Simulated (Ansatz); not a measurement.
BNH₅O₂F: several calculations on one system

Part 1: Relaxation

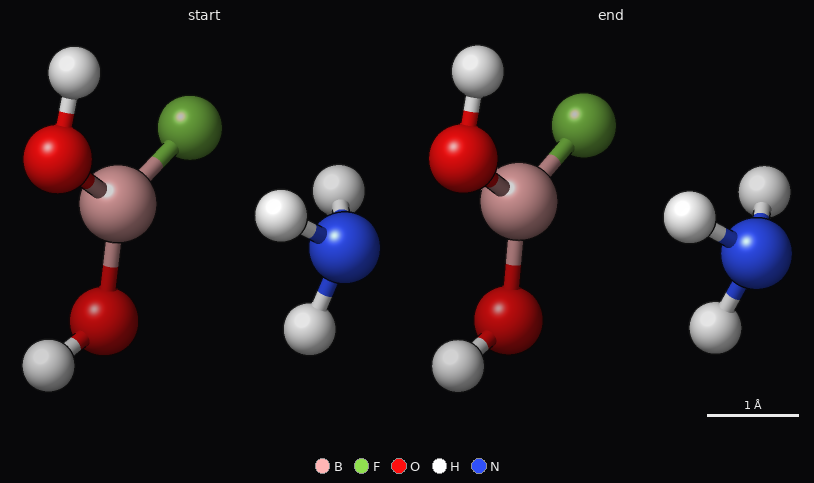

The structure of BNH5O2F before (left) and after (right) a relaxation, at one scale.

The picture is a ball-and-stick view, seen at a tilt.

The run prepares an end point of a later path (reaction) calculation, from a guessed geometry.

Level of theory: RKS BLYP-D4/cc-pVDZ in Ansatz. Set-up: no spin polarisation; force threshold 0.03 eV/Å; at most 50 steps.

Summarise the run.

After 5 geometry steps the energy has fallen by 0.036 eV. The largest force component goes from 0.5 to 0.026 eV/Å. The largest move after the best rigid fit is that of an H atom, 0.23 Å. By element the largest moves are H 0.23 Å, F 0.16 Å, N 0.11 Å, B 0.09 Å, O 0.03 Å. Among the contacts that change: B–F 1.387 → 1.361 Å.

Part 2: Relaxation

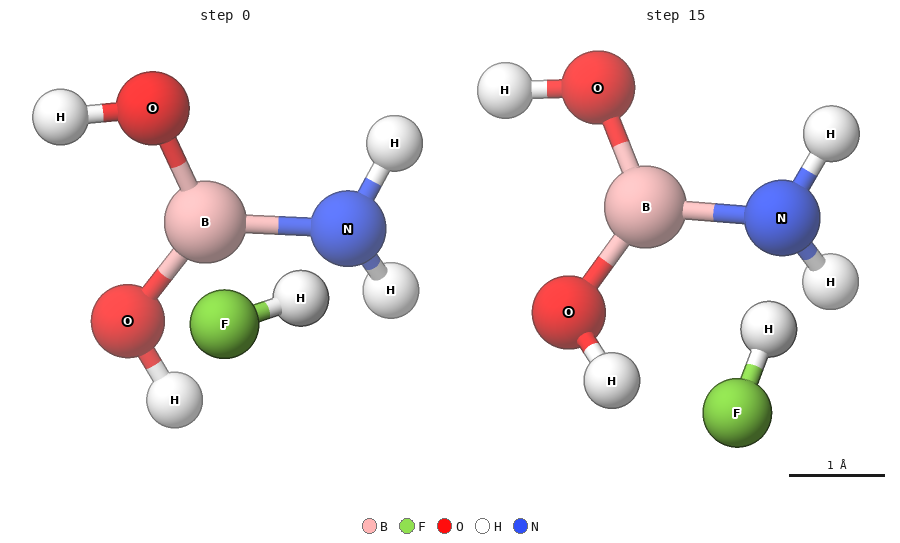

The structure of BNH₅O₂F before (left) and after (right) a relaxation, at one scale.

A ball-and-stick model, seen from a free direction.

The run prepares an end point of a later path (reaction) calculation, from a guessed geometry.

Level of theory: RKS BLYP-D4/cc-pVDZ in Ansatz. (no spin polarisation; force threshold 0.03 eV/Å; at most 50 steps)

Q: What changed between the two?

A: After 14 accepted moves (15 points after the start) the energy has fallen by 9.66 kcal/mol. The largest force component goes from 1.5 to 0.027 eV/Å. The line search rejected the trial step at point 12 of the run. The atom that moves furthest after the best rigid fit is the F atom (1.32 Å). Largest moves by element: F 1.32 Å, H 1.12 Å, O 0.68 Å, N 0.41 Å, B 0.19 Å. Among the contacts that change: F–H 0.922 → 0.989 Å, B–N 1.504 → 1.481 Å, H–O 0.975 → 0.990 Å, B–O 1.383 → 1.373 Å. Bond angles that change, for instance: B–N–H 118.1° → 113.9°, B–O–H 112.7° → 108.9°, O–B–N 123.6° → 120.4°. Groups turn about B–N by about 25°. Cost: 14 s on 2 threads of Intel(R) Xeon(R) 6975P-C (Granite Rapids) (shared host), peak memory 0.17 GiB.

Limits of the set-up: the start holds two separate molecules, 2.3 Å apart at their closest, whose relative position is a soft coordinate.

Part 3: Path

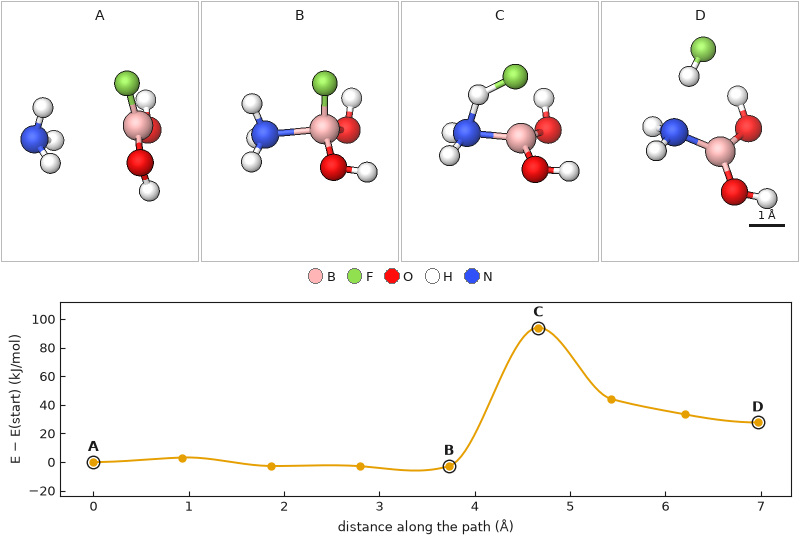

NEB run on BNH$_{5}$O$_{2}$F, made up at the start of BH2O2F and NH$_{3}$. Images are numbered from 0 (start) to 8 (end). Frames A to D are images 0, 4, 5, 8. A ball-and-stick model, seen from a free direction.

All numbers below come from RKS BLYP-D4/cc-pVDZ in Ansatz. Settings: 7 movable images; climbing image; force threshold 0.03 eV/Å; iteration limit 60; starting path through a guess of the saddle point.

Question: Describe the mechanism and the energy profile.

Answer: The highest point, image 5, lies 94.1 kJ/mol above the start and 66.4 kJ/mol above the end; the end is at +27.7 kJ/mol relative to the start. Image 3 lies below both ends, at −2.9 kJ/mol, which points to an intermediate minimum that so few images don't resolve. The path has more than one stage, and so few images may leave a stage unresolved. Breaking: B–F (1.36 → 2.98 Å), H–N (1.03 → 1.66 Å). Forming: B–N (3.03 → 1.48 Å), F–H (2.56 → 0.99 Å). The band converged in 17 iterations. The largest component of the band force went from 9.3 to 0.019 eV/Å. The climbing image converged on the top of the path. Its vibrational analysis gives one imaginary mode (810i cm⁻¹), as a transition state must have.

Limits of the set-up: the start holds two separate molecules, 2.6 Å apart at their closest, whose relative position is a soft coordinate.

Cost: 90 s on 2 threads of Intel(R) Xeon(R) 6975P-C (Granite Rapids) (shared host), peak memory 0.15 GiB.
